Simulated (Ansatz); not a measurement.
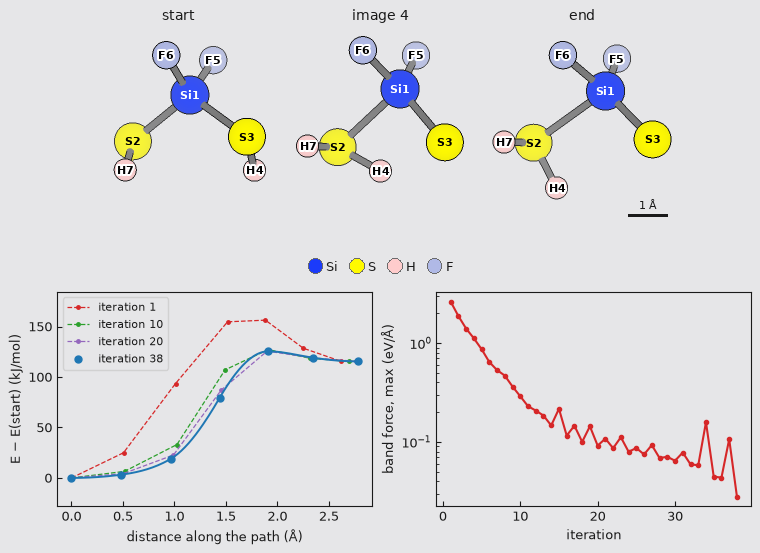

NEB run on SiH$_{2}$S$_{2}$F$_{2}$. Images are numbered from 0 (start) to 6 (end). The plot follows the band through its iterations. A ball-and-stick model, seen at a tilt.

These are results of UKS PBE/def2-SVP (Ansatz), not measurements.

The input:
```yaml
crystal:
  periodic: [false, false, false]
  atoms:
    - { symbol: Si, position_ang: [-0.176098, -0.364388, 0.453207] }
    - { symbol: S, position_ang: [1.342198, -0.913232, -0.937414] }
    - { symbol: S, position_ang: [-1.034655, 1.55944, 0.133809] }
    - { symbol: H, position_ang: [-1.195682, 1.329763, -1.200459] }
    - { symbol: F, position_ang: [-1.255267, -1.576435, 0.364259] }
    - { symbol: F, position_ang: [0.342587, -0.321505, 1.992988] }
    - { symbol: H, position_ang: [1.976918, 0.286357, -0.806491] }
magnetization:
  spin_polarized: true
basis:
  gaussian: { orbitals: def2-SVP }
hamiltonian:
  xc: pbe
neb:
  order_check: false
  images: 5
  f_tol: 0.03
  max_iterations: 60
  max_displacement: 0.02
  optimiser: lbfgs
  final_atoms:
    - { symbol: Si, position_ang: [-0.64148484, -0.15974407, 0.80456139] }
    - { symbol: S, position_ang: [0.78246946, -0.36324758, -1.30250239] }
    - { symbol: S, position_ang: [-1.64202317, 1.52014028, 0.70096875] }
    - { symbol: H, position_ang: [0.24473324, 0.78272707, -1.81095579] }
    - { symbol: F, position_ang: [-1.257047, -1.65752615, 0.62557411] }
    - { symbol: F, position_ang: [0.68122751, -0.42868968, 1.72687051] }
    - { symbol: H, position_ang: [1.83212579, 0.30634012, -0.74461757] }
  initial_path:
    images:
      - { positions_ang: [[-0.176098, -0.364388, 0.453207], [1.342198, -0.913232, -0.937414], [-1.034655, 1.55944, 0.133809], [-1.195682, 1.329763, -1.200459], [-1.255267, -1.576435, 0.364259], [0.342587, -0.321505, 1.992988], [1.976918, 0.286357, -0.806491]] }
      - { positions_ang: [[-0.30063606, -0.340268, 0.52978216], [1.21134146, -0.73213468, -1.07303777], [-1.13344047, 1.530602, 0.09743556], [-0.85110156, 1.23134414, -1.22138773], [-1.25924168, -1.6198687, 0.49283795], [0.37830618, -0.37344254, 1.9652167], [1.95477312, 0.30376777, -0.79094787]] }
      - { positions_ang: [[-0.42517411, -0.31614799, 0.60635731], [1.08048493, -0.55103736, -1.20866153], [-1.23222595, 1.501764, 0.06106211], [-0.50652111, 1.13292528, -1.24231645], [-1.26321637, -1.6633024, 0.6214169], [0.41402537, -0.42538007, 1.93744539], [1.93262824, 0.32117854, -0.77540474]] }
      - { positions_ang: [[-0.54971217, -0.29202799, 0.68293247], [0.94962839, -0.36994003, -1.3442853], [-1.33101142, 1.472926, 0.02468867], [-0.16194067, 1.03450641, -1.26324518], [-1.26719105, -1.70673609, 0.74999585], [0.44974455, -0.47731761, 1.90967409], [1.91048337, 0.33858931, -0.7598616]] }
      - { positions_ang: [[-0.58030306, -0.24793335, 0.72347544], [0.89390875, -0.36770921, -1.33035766], [-1.43468201, 1.4886641, 0.25011536], [-0.0263827, 0.95057997, -1.44581538], [-1.2638097, -1.69033278, 0.70852194], [0.52690554, -0.4611083, 1.84873956], [1.88436418, 0.32783958, -0.75478026]] }
      - { positions_ang: [[-0.61089395, -0.20383871, 0.76401842], [0.83818911, -0.3654784, -1.31643003], [-1.53835259, 1.50440219, 0.47554205], [0.10917527, 0.86665352, -1.62838559], [-1.26042835, -1.67392947, 0.66704802], [0.60406652, -0.44489899, 1.78780503], [1.85824498, 0.31708985, -0.74969891]] }
      - { positions_ang: [[-0.64148484, -0.15974407, 0.80456139], [0.78246946, -0.36324758, -1.30250239], [-1.64202317, 1.52014028, 0.70096875], [0.24473324, 0.78272707, -1.81095579], [-1.257047, -1.65752615, 0.62557411], [0.68122751, -0.42868968, 1.72687051], [1.83212579, 0.30634012, -0.74461757]] }
```

Launched with:
```bash
ansatz run input.yaml --threads 2 --pin off --max-ram 3072MiB --backend cpu --events-out ev --progress --plain --runs-dir out
```

**How did the profile develop, and is the result final?**

The run is converged, with reservations. The band converged in 38 iterations. The largest component of the band force went from 2.6 to 0.028 eV/Å. The climbing image converged on the top of the path. Its curvatures weren't checked. The step length is far from the usual. The first iteration put the highest image at 156.3 kJ/mol. Forward barrier 125.4 kJ/mol, backward barrier 10.0 kJ/mol, with image 4 at the top; the reaction energy is +115.4 kJ/mol.
